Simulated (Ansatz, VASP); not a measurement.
# Cross-check of SrO between VASP and Ansatz, part 2 of 2

Aim: how closely do two programs agree when they are given the same cell, functional and k mesh? The cell is taken from a series of VASP runs on this material, whose earlier steps may have relaxed, scaled or displaced it; both programs get it as it stands. Other levels of theory on this material are compared in a session of their own. Valence electrons are named where the data sets of a main pair hold unlike numbers.

VASP 6.6.1 and Ansatz 0.2.0.

So far: Set-up; VASP: band structure, r2SCAN, spin-orbit coupling.

### 3. Ansatz: band structure, r2SCAN, spin-orbit coupling

Level of this step: Ansatz beside VASP: Kohn-Sham DFT, plane waves, r2SCAN, spin-orbit coupling (Ansatz).

Ansatz runs on its fully relativistic PAW (standard-fr) files.

The same cell, functional, mesh and smearing now go to Ansatz, which takes its cutoff from its data sets.

input.yaml reads:

```yaml
crystal:
  lattice:
    - [0.0, 2.58066, 2.58066]
    - [2.58066, 0.0, 2.58066]
    - [2.58066, 2.58066, 0.0]
  atoms:
    - { symbol: Sr, position: [0.0, 0.0, 0.0] }
    - { symbol: O, position: [0.5, 0.5, 0.5] }
hamiltonian:
  xc: r2scan
  pseudopotentials: { kind: paw_fr }
magnetization:
  noncollinear: true
  spin_orbit: true
kpoints:
  mp_grid: { grid: [8, 8, 8] }
  band_path:
    path:
      - [0.0, 0.0, 0.0]
      - [0.16667, 0.0, 0.16667]
      - [0.33333, 0.0, 0.33333]
      - [0.5, 0.0, 0.5]
      - [0.5, 0.08333, 0.58333]
      - [0.5, 0.19444, 0.69444]
      - [0.5, 0.25, 0.75]
      - [0.45833, 0.29167, 0.75]
      - [0.40278, 0.34722, 0.75]
      - [0.375, 0.375, 0.75]
      - [0.20833, 0.20833, 0.41667]
      - [0.08333, 0.08333, 0.16667]
      - [0.0, 0.0, 0.0]
      - [0.22222, 0.22222, 0.22222]
      - [0.38889, 0.38889, 0.38889]
      - [0.51389, 0.47222, 0.51389]
      - [0.55556, 0.38889, 0.55556]
      - [0.61111, 0.27778, 0.61111]
      - [0.61111, 0.25, 0.63889]
      - [0.56944, 0.25, 0.68056]
      - [0.51389, 0.25, 0.73611]
      - [0.5, 0.27778, 0.72222]
      - [0.5, 0.38889, 0.61111]
      - [0.5, 0.47222, 0.52778]
      - [0.48611, 0.48611, 0.52778]
      - [0.43056, 0.43056, 0.63889]
      - [0.38889, 0.38889, 0.72222]
      - [0.59722, 0.19444, 0.59722]
      - [0.55556, 0.11111, 0.55556]
      - [0.5, 0.0, 0.5]
    npoints: 1
scf:
  occupations: { method: gaussian, width: 0.03 }
  n_extra_bands: 14
output:
  forces: true
  stress: true
  eigenvalues: true
```

Run with:

```bash
$ ansatz run input.yaml --threads 2 --pin off --max-ram 4608MiB --backend cpu --events-out ev --progress --plain --runs-dir out
```

Numbers of over 12 decimals in the logs are rounded to 6 here.

What it wrote:

```text
scf.n_extra_bands = 14 over 16 filled bands (N_el = 16.0): the run solves 30 bands
Engine: ansatz 0.2.0, aarch64-unknown-linux-gnu
Pseudopotentials: kind: paw_fr
Pseudopotential: Sr, paw_fr, valence charge 10, recommended cutoff 500 eV (meta_gga), Sr.paw.azcp#standard-fr
Pseudopotential: O, paw_fr, valence charge 6, recommended cutoff 500 eV (meta_gga), O.paw.azcp#standard-fr
Functional definition: r2SCAN
  parameter k0 = 0.174
  parameter k1 = 0.065
  parameter a1 = 4.9479
  exchange = r2scan_x(k0 = k0, k1 = k1, a1 = a1)
  correlation = r2scan_c
non-collinear run that drives no moment, with spin-orbit: no starting moment large enough to seed its density (crystal.atoms[].spin), no starting occupations that ask for one, no magnetisation constraint and no magnetic field, so the semilocal B_xc is pinned to zero
Crystal: 2 atoms, lattice volume = 34.373 Å³
Basis set: ecut = 500 eV, 893 PW (Γ), exchange–correlation on 108×108×108 points (64 copies of the dense FFT grid, shifted against one another)
Bands: 30, of which v1, the nominal top of the filled ones, is band 16 counted from 1 (15 counted from 0)
Symmetry: 48 space group operations + 48 with time reversal
Magnetic group: BNS 225.117 (UNI 1619), of the structure as read, at distance tolerance 3.3e-5 Å
k-points: 29 of 512
Projection manifold: j_resolved (fully-relativistic pseudo-atomic orbitals)
Non-local potential: Sr, projectors of the file, l = 0: 3, l = 1: 4, l = 2: 4
Non-local potential: O, projectors of the file, l = 0: 2, l = 1: 4, l = 2: 2
PAW form: soft (Blöchl's): semilocal exchange-correlation on the pseudo side does not see the compensation charge
PAW frozen core: Sr, regenerated for the run's functional (the file was generated under x = pbe(κ = 0.804, μ = 0.219515), c = pbe(β = 0.066725))
PAW frozen core: O, regenerated for the run's functional (the file was generated under x = pbe(κ = 0.804, μ = 0.219515), c = pbe(β = 0.066725))
PAW one-centre angular grid: Sr, 302 points (default); XC on 160 Gauss nodes
PAW one-centre angular grid: O, 302 points (default); XC on 160 Gauss nodes
Initial density: superposition of atomic densities (chi_scale 0.1, normalization cell, long waves kept (reshape's long-wave potential 0.00 eV rms))
Initial wavefunctions: pseudopotential atomic-orbital guess
Functional: x = r2scan, c = r2scan; τ floored in thin density (d = 2e-4 eV/Å³)
SCF iter   1: F=—  HF=-4122.688304 eV  |F-HF|=—  |Δ(HF+E_count)|=         —  Δρ=7.26e-2  dr2=1.42e0  dr2_τ=1.63e-2  dr2_m=0.00e0 (ungated)  ethr=3.10e-3  |M|=0.00e0 ∫|m|=0.00e0 μB  |m|>n=0.0e0 m-floor=0.0e0 τ_xc=0.0e0  β_m=0.30  ⟨swp⟩=9.0  Hψ=2765  notcnv=0  defer=36
preconditioner: auto → none  [insulator: Δε(μ)=2.638 eV  Ē_g=19.015 eV  σ=0.030 eV  W_gap=1.00  n_scr=8 (ndim 8)  ℏωp=23.7 eV  f_vac=0.000  D(μ)=0.00/eV (n_scr^D=0)  ε∞_Penn≈2.6]
SCF iter   2: F=—  HF=-4122.615560 eV  |F-HF|=—  |Δ(HF+E_count)|=   7.27e-2  Δρ=2.65e-2  dr2=2.85e-1  dr2_τ=1.00e-2  dr2_m=0.00e0 (ungated)  ethr=3.10e-3  |M|=0.00e0 ∫|m|=0.00e0 μB  |m|>n=0.0e0 m-floor=0.0e0 τ_xc=0.0e0  β_m=0.32  ⟨swp⟩=2.9  Hψ=841  notcnv=0  defer=232
SCF iter   3: F=—  HF=-4122.634805 eV  |F-HF|=—  |Δ(HF+E_count)|=   1.92e-2  Δρ=1.87e-2  dr2=9.89e-2  dr2_τ=1.83e-3  dr2_m=0.00e0 (ungated)  ethr=1.78e-3  |M|=0.00e0 ∫|m|=0.00e0 μB  |m|>n=0.0e0 m-floor=0.0e0 τ_xc=0.0e0  β_m=0.51  ⟨swp⟩=2.4  Hψ=465  notcnv=0  defer=232
SCF iter   4: F=—  HF=-4122.672284 eV  |F-HF|=—  |Δ(HF+E_count)|=   3.75e-2  Δρ=3.18e-3  dr2=1.72e-3  dr2_τ=1.15e-4  dr2_m=0.00e0 (ungated)  ethr=6.18e-4  |M|=0.00e0 ∫|m|=0.00e0 μB  |m|>n=0.0e0 m-floor=0.0e0 τ_xc=0.0e0  β_m=0.60  ⟨swp⟩=3.0  Hψ=638  notcnv=0  defer=232
SCF iter   5: F=—  HF=-4122.673263 eV  |F-HF|=—  |Δ(HF+E_count)|=   9.78e-4  Δρ=4.96e-4  dr2=6.00e-5  dr2_τ=2.49e-6  dr2_m=0.00e0 (ungated)  ethr=1.07e-5  |M|=0.00e0 ∫|m|=0.00e0 μB  |m|>n=0.0e0 m-floor=0.0e0 τ_xc=0.0e0  β_m=0.69  ⟨swp⟩=2.1  Hψ=485  notcnv=0  defer=232
SCF iter   6: F=—  HF=-4122.673265 eV  |F-HF|=—  |Δ(HF+E_count)|=   2.92e-6  Δρ=6.08e-5  dr2=4.62e-7  dr2_τ=3.06e-8  dr2_m=0.00e0 (ungated)  ethr=3.75e-7  |M|=0.00e0 ∫|m|=0.00e0 μB  |m|>n=0.0e0 m-floor=0.0e0 τ_xc=0.0e0  β_m=0.84  ⟨swp⟩=2.6  Hψ=657  notcnv=0  defer=232
SCF iter   7: F=-4122.673266 eV  HF=-4122.673266 eV  |F-HF|=3.67e-8  |Δ(HF+E_count)|=   3.26e-7  Δρ=1.42e-5  dr2=5.69e-8  dr2_τ=2.07e-9  dr2_m=0.00e0 (ungated)  ethr=6.25e-10  |M|=0.00e0 ∫|m|=0.00e0 μB  |m|>n=0.0e0 m-floor=0.0e0 τ_xc=0.0e0  ⟨swp⟩=12.3  Hψ=2944  notcnv=0
SCF 1 converged in 7 iterations: F = -4122.673266 eV  dr2 = 5.69e-8
  greatest PAW one-centre occupation: 0.988 electrons in one spin orbital (limit 2), on the Sr atom at site 0 (counted from 0), in its partial waves of l = 0
NSCF: frozen V_eff on 30 k-points
SCF converged after 7 iterations
Magnetization: |M| = 0.0000 μB,  M = (+0.0000, +0.0000, +0.0000) μB
Absolute magnetization: 0.0000 μB (∫|m|)
  site 0: m = (+0.0000, +0.0000, +0.0000) μB, |m| = 0.0000 μB  (R = 1.06 Å)
  site 1: m = (+0.0000, +0.0000, +0.0000) μB, |m| = 0.0000 μB  (R = 1.06 Å)
Free energy (F): -4122.673266 eV
Harris-Foulkes:  -4122.673266 eV  (|F-HF|=3.67e-8)
Internal energy: -4122.673266 eV  (E = F + TS)
E sigma→0 (E₀):  -4122.673266 eV
Fermi energy:    9.395818 eV
--- Per-component energies (eV) ---
  E_band       = -71.756425
  E_kinetic    = 424.171849
  E_local      = -870.095432  (includes V_loc(G=0)·N_el)
  E_nonlocal   = 248.896263
  E_hartree    = 236.692698
  E_xc         = -239.112968
  E_vxc        = -286.587171  (∫ρ·V_xc dr)
  E_paw        = -2870.819221  (= ΣΔE_a)
  E_vpaw       = -78.007781  (= ΣTr[D̂ρ^β])
  E_aug_tail   = 0.001091  (compensation charges beyond the density's cutoff)
  E_vtau       = 16.474699  (kinetic-family band-sum trace: ∫τ·v_τ [+ j·A + Jᵃ·Aᵃ] dr)
  E_ewald      = -1052.229361
  E_core_change = -0.178185  (= ΣΔE_core)
  E_smearing   = -0.000000  (= −TS)
  E_closure    = -0.000000  (closes the sum)
  Σ components = -4122.673266   (vs F -4122.673266, Δ=0.00e0)
--- Forces (eV/Å), atoms counted from 1 ---
  atom   1  Sr     0.00000000    -0.00000000     0.00000000
  atom   2  O      0.00000000    -0.00000000    -0.00000000
  max |Σ_I F_I| component: 1.31e-29 eV/Å
--- Stress (GPa, compression-positive) ---
       -0.082078      -0.000000      -0.000000
        0.000000      -0.082078       0.000000
       -0.000000      -0.000000      -0.082078
  P = ⅓ Tr σ = -0.0821 GPa (-0.821 kbar)
--- Band table (eV; the first three rows and the last of 29) ---
  k-point 0: bands = [... 12 lower, 7.5058, 7.5058, 7.5058, 7.5058, 12.0701, 12.0701, 14.2864, 14.2864, ... 10 higher]
  k-point 1: bands = [... 12 lower, 7.2865, 7.2865, 7.3190, 7.3190, 12.7499, 12.7499, 14.1236, 14.1236, ... 10 higher]
  k-point 2: bands = [... 12 lower, 6.8867, 6.8867, 6.9116, 6.9116, 14.0179, 14.0179, 14.2910, 14.2910, ... 10 higher]
  k-point 28: bands = [... 12 lower, 7.0366, 7.0366, 7.1107, 7.1107, 14.0382, 14.0382, 14.0415, 14.0415, ... 10 higher]
```

Elapsed: 10 s, on 2 threads of Arm Neoverse V1, shared host; peak memory 0.46 GiB; 20 s of CPU time.

### 4. Side by side

Known differences besides the potentials themselves: spin-orbit coupling enters by fully relativistic files in Ansatz and inside the spheres in VASP; VASP keeps PBE cores, Ansatz makes them for the functional; the cutoff is 500 eV in Ansatz and 460 eV in VASP. Total energies have different zeros and are not compared.

The two programs side by side:

```
                     quantity  Ansatz   VASP  difference
               pressure (GPa)   -0.08  -0.04       -0.04
gap over the path points (eV)   3.780  3.730      +0.050
```

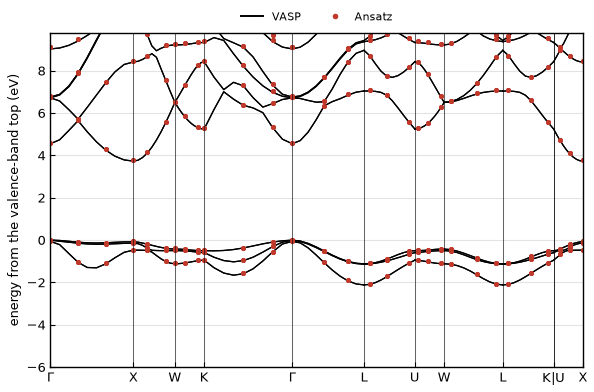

Bands from VASP (lines) and levels from Ansatz (dots). Dots without a line are higher empty bands that the VASP plot leaves out.

Levels at points of the path, from each program's valence-band top (eV; 6 filled, then empty):

```
k (reciprocal lattice)                                                               Ansatz                                                                 VASP
     0.000 0.000 0.000        -0.06 -0.06 0.00 0.00 0.00 0.00 4.56 4.56 6.78 6.78 6.78 6.78        -0.06 -0.06 0.00 0.00 0.00 0.00 4.55 4.55 6.72 6.72 6.72 6.72
     0.167 0.000 0.167    -1.03 -1.03 -0.14 -0.14 -0.09 -0.09 5.69 5.69 5.73 5.73 7.90 7.90    -1.05 -1.05 -0.14 -0.14 -0.10 -0.10 5.64 5.64 5.71 5.71 7.85 7.85
     0.333 0.000 0.333  -1.09 -1.09 -0.18 -0.18 -0.11 -0.11 4.30 4.30 7.45 7.45 10.29 10.29  -1.12 -1.12 -0.19 -0.19 -0.12 -0.12 4.25 4.25 7.43 7.43 10.24 10.24
     0.500 0.000 0.500  -0.44 -0.44 -0.13 -0.13 -0.06 -0.06 3.78 3.78 8.47 8.47 10.92 10.92  -0.47 -0.47 -0.14 -0.14 -0.08 -0.08 3.73 3.73 8.41 8.41 10.83 10.83
     0.500 0.083 0.583    -0.46 -0.46 -0.36 -0.36 -0.17 -0.17 4.16 4.16 8.72 8.72 9.71 9.71    -0.49 -0.49 -0.38 -0.38 -0.19 -0.19 4.11 4.11 8.66 8.66 9.71 9.71
     0.500 0.194 0.694    -0.99 -0.99 -0.47 -0.47 -0.36 -0.36 5.58 5.58 7.58 7.58 9.21 9.21    -1.01 -1.01 -0.50 -0.50 -0.39 -0.39 5.54 5.54 7.55 7.55 9.15 9.15
     0.500 0.250 0.750    -1.10 -1.10 -0.47 -0.47 -0.40 -0.40 6.53 6.53 6.54 6.54 9.28 9.28    -1.12 -1.12 -0.49 -0.49 -0.42 -0.42 6.50 6.50 6.51 6.51 9.22 9.22
     0.458 0.292 0.750    -1.06 -1.06 -0.48 -0.48 -0.41 -0.41 5.87 5.87 7.32 7.32 9.30 9.30    -1.08 -1.08 -0.51 -0.51 -0.44 -0.44 5.84 5.84 7.29 7.29 9.24 9.24
     0.403 0.347 0.750    -0.95 -0.95 -0.55 -0.55 -0.46 -0.46 5.35 5.35 8.26 8.26 9.38 9.38    -0.97 -0.97 -0.57 -0.57 -0.49 -0.49 5.32 5.32 8.24 8.24 9.32 9.32
     0.375 0.375 0.750    -0.93 -0.93 -0.57 -0.57 -0.47 -0.47 5.29 5.29 8.44 8.44 9.39 9.39    -0.95 -0.95 -0.59 -0.59 -0.50 -0.50 5.25 5.25 8.43 8.43 9.34 9.34
```

Among the levels compared at these points, filled levels agree within 30 meV and empty ones within 92 meV. Ansatz's pressure holds a Pulay correction of 0.04 GPa; VASP's holds none.

### 5. Results

| Property | Result |
| --- | --- |
| largest difference of a filled level at the path points (band structure, r2SCAN, spin-orbit coupling) | 30 meV |
| difference in gap over the path points (band structure, r2SCAN, spin-orbit coupling) | 0.050 eV |

The difference in gap over the path points is 0.050 eV (band structure, r2SCAN, spin-orbit coupling), within the 0.08 eV picked in this series as the mark of a large difference. 5 further runs of this series are not shown here. How closely two codes agree says nothing of how well the functional describes the real material.

[Lines on the potential files, build, host, timing and source positions are cut from VASP's logs without a mark.]

[Logs are printed without paths, hosts, clocks, repeated set-up lines and the standing remarks that a program may print on its own settings, such as how far it seeks lower states.]

[Hosts, paths, dates, database ids (printed as entryN), source tags and the programs' standing remarks are cut or masked in the printed files.]
